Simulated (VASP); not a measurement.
Band structure of Be3CdS4 (ordered alloy cell). All values below come from PBEsol GGA, VASP's PBE PAW potentials (set 64) (plane waves; VASP).

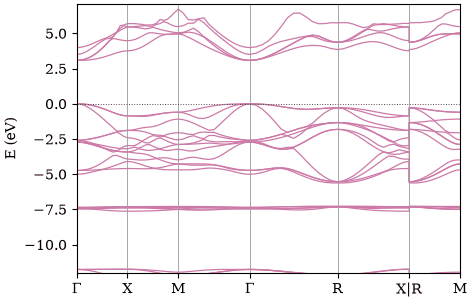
Fig. 1. Bands along high-symmetry lines, zero at the valence-band maximum or, without a gap, the Fermi level

Task: Read the plot: is there a gap, and where are the band edges?

Result: The gap is direct, 3.08 eV, from the valence maximum at Γ to the conduction minimum at Γ. (Edges off the drawn lines would not show.)

The structure was generated: Be3CdS4 was put into an ordered model structure (P-43m), which need not be its known phase. It was relaxed first.
